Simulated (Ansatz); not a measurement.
**Fields on a plane of Fe2O3 (corundum)**

```xyz
10
Lattice="2.3489 1.3561 4.3966 -2.3489 1.3561 4.3966 0.0000 -2.7123 4.3966" Properties=species:S:1:pos:R:3 pbc="T T T"
Fe     0.0000     0.0000     4.5551
Fe     0.0000     0.0000     2.0398
Fe     0.0000     0.0000     8.6348
Fe     0.0000     0.0000    11.1501
O     -0.8741     1.3561     7.6941
O     -0.7374    -1.4351     7.6941
O      1.6115     0.0789     7.6941
O      0.8741    -1.3561     5.4958
O      0.7374     1.4351     5.4958
O     -1.6115    -0.0789     5.4958
```

The slice is a (-1 1 0 4) plane (indices of the conventional cell) through the point (0.750, 0.436, 0.064) (fractional), spanned by u = [1 0 -1] and v = [1 -1 1] in vectors of this cell: u (4.70 Å) and v (6.98 Å, at 90° to u). It covers one period; positions are fractions (u, v).

Atoms on it: Fe at (0.16, 0.24), 0.2 Å off the plane; Fe at (0.16, 0.74), 0.2 Å off the plane; O at (0.31, 0.50); O at (0.00, 0.00). Other atoms lie within 1 Å of the plane.

Computed with PBEsol (plane waves to 420 eV, PAW, scalar-relativistic; Ansatz, an electronic-structure program). k mesh 12×12×12. These are valence fields of a PAW run, semicore shells included where kept as valence: close to a nucleus they are smooth pseudo fields. At this level the bands of Fe2O3 touch or barely overlap; measurements give the solid a gap. Fe2O3 is run spin-polarised and with no Hubbard U; the real compound is an antiferromagnetic insulator, a state that this run doesn't describe. Fe2O3 was relaxed with its symmetry unable to fall. Relaxed Fe2O3 ends ferromagnetic. The relaxed volume of Fe2O3 is well below the measured one. The magnetic order is the one the run started from; other orders were not tried.

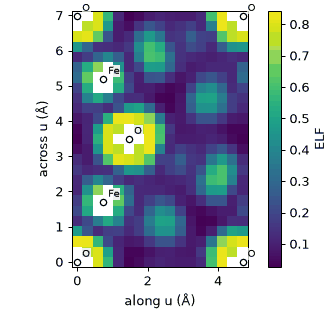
Figure. ELF of the down spins, one period of the plane, atoms marked. Points within 0.4 Å of a nucleus are left white, as the pseudised field means little there.

```
|xx889955000011221111112211449988|
|99997722001133553311112211117788|
|55331111111144666622112222112244|
|11112244221144666633111111000011|
|335577xx441122555522110000110011|
|3377xxxx662211222211000022221111|
|2266xxxx662211000000001144442211|
|11445544221111000000003355553311|
|11221111225555330000002244443311|
|00112266999999883300001122221100|
|0011559988xx88996611111100000000|
|00116699xxxxxx996611111111110000|
|0000559988xx88994411221111112211|
|11002277999999771111221111335533|
|11111111335544221122221122556644|
|11224433111111000011111133666644|
|114477xx553311001100001122555522|
|2266xxxx774411112222000011222211|
|2266xxxx662211224444220000000000|
|11224455441111335555330000000011|
|55221111221111334444220000003355|
|99996622110000112222110000338899|
|xx889955110000000000111111669988|
|xxxx99661100000011111111116699xx|
```
Scale: ten equal steps from 0.03 (start of '0') to 0.84 (end of '9'), in the order '0123456789'. Values: electron localisation function (ELF). The map has 16 points along u (two characters each, u = 0 at the left) and 24 along v (v = 0 in the bottom row). Points within 0.4 Å of a nucleus are blanked (x), as the pseudised field means little there.
